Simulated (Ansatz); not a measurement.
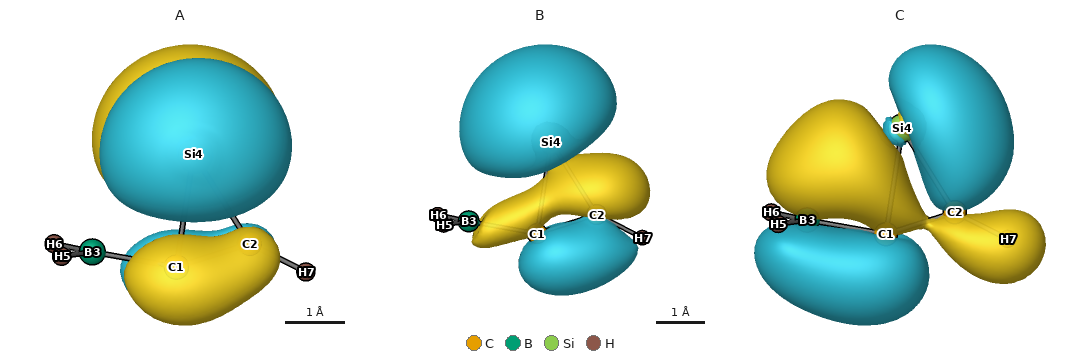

Figure 1: C₂H₃BSi (SMILES BC1=[Si]=C1). Three frontier orbitals at ±0.08 Å⁻³ᐟ² (yellow and cyan are the two phases), in no order.

Geometry: B3LYP-D3(BJ)/def2-SVP.

The calculation used isolated molecule in a Gaussian basis; Kohn-Sham density functional theory, functional PBE0 in Ansatz 0.2.0.

Input file:

```
crystal:
  periodic: [false, false, false]
  atoms:
    - {symbol: C, position_ang: [-1.236629, 0.324494, -0.879771]}
    - {symbol: C, position_ang: [-2.037985, -0.508901, -0.232887]}
    - {symbol: B, position_ang: [-0.357489, 1.505597, -0.935194]}
    - {symbol: Si, position_ang: [-1.525682, 0.707057, 1.034376]}
    - {symbol: H, position_ang: [-0.817313, 2.569684, -1.273262]}
    - {symbol: H, position_ang: [0.832185, 1.366268, -0.782304]}
    - {symbol: H, position_ang: [-2.609872, -1.398552, -0.497242]}
basis:
  gaussian: {orbitals: def2-TZVPD}
hamiltonian: {xc: {name: PBE0}}
output: {forces: true, orbitals: {seedname: orbitals}}
```

Launched as:

```sh
ansatz run input.yaml --threads 1 --pin off --max-ram 2610MiB --events-out events.jsonl --progress --plain --runs-dir runs
```

Which picture is the HOMO−1, the HOMO and the LUMO?

Answer. B is the HOMO−1 (−8.29 eV). It lies mainly on Si4 (about 65 %), C2 (about 20 %) and C1 (about 10 %). C is the HOMO (−7.42 eV). It lies mainly on Si4 (about 35 %), C1 (about 30 %), B3 (about 20 %) and C2 (about 15 %). A is the LUMO (−2.34 eV). By Hirshfeld shares it lies mainly on Si4 (about 75 %), C1 (about 10 %) and C2 (about 5 %).

What is the HOMO–LUMO gap?

Answer. 5.08 eV between the orbital energies.
